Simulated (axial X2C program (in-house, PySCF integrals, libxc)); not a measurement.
## Relativistic diatomic calculation for OsSe⁻

- system: OsSe⁻, single determinant with Ω = 7/2.
- method: PW91, two-component X2C with atomic mean-field Coulomb and Gaunt terms, Os dyall-acv3z, Se dyall-acv3z (cores contracted) (axial X2C program (in-house, PySCF integrals, libxc))

Input file:
```
{"zs": [76, 34], "q": -1, "bas": ["dyall-acv3z", "dyall-acv3z"], "levels": ["PBE0", "HF", "PW91"], "cc": true, "r0": 2.23, "thr": -2.0, "nmax": 90, "npts": 10, "nst": 2, "ntry": 6}
```

The line is the task of a batch: nuclear charges, charge, bases, the levels to run, a first guess of the distance and further settings. This report covers PW91 with spin-orbit coupling. The log is that of the reference distance 2.239 Å.

Launched within a batch (the task file carries these settings):
```bash
python <driver script> task.json out
```

Output:
```
two-component X2C + atomic mean field  PW91
basis functions 305  fitting functions 1579  grid points 5799
iter        total energy     max residual
   1     -19686.851480595     3.41e-01
   2     -19686.857771528     1.02e-02
   3     -19686.819222228     2.98e-02
   4     -19686.850856614     1.70e-02
   5     -19686.861636923     2.07e-03
   6     -19686.861620749     2.28e-03
   7     -19686.861853252     3.07e-04
   8     -19686.861856827     4.91e-05
   9     -19686.861856977     3.64e-05
  10     -19686.861857030     5.28e-06
  11     -19686.861857033     1.34e-06
  12     -19686.861857033     5.66e-07
converged
one-electron -28270.29028745  Coulomb 8424.54061844  exact exchange 0.00000000  xc functional -435.53429909  nuclear repulsion 610.71635240  atomic mean-field constant -16.29424134
```

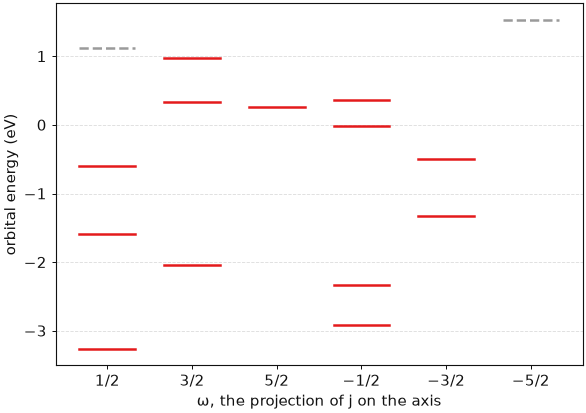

Fig. 1: Orbital energies near the frontier at 2.24 Å, filled (solid) and empty (dashed). The highest filled spinor (3/2; 88 % Os d, 6 % Se p) lies at 0.97 eV, the lowest empty one (1/2; 30 % Os p, 29 % Os d) at 1.13 eV. A filled level above zero is held only by the finite basis .

What the run reported:

```tsv
quantity	value
outcome	not converged in a step after the SCF shown
hardware	1 thread of Arm Neoverse V1, 24 GiB of memory available, shared host
wall time	3.4 s
```

Diagnosis:

The SCF whose log is shown converged, but a later step did not. The run therefore gave no full result.
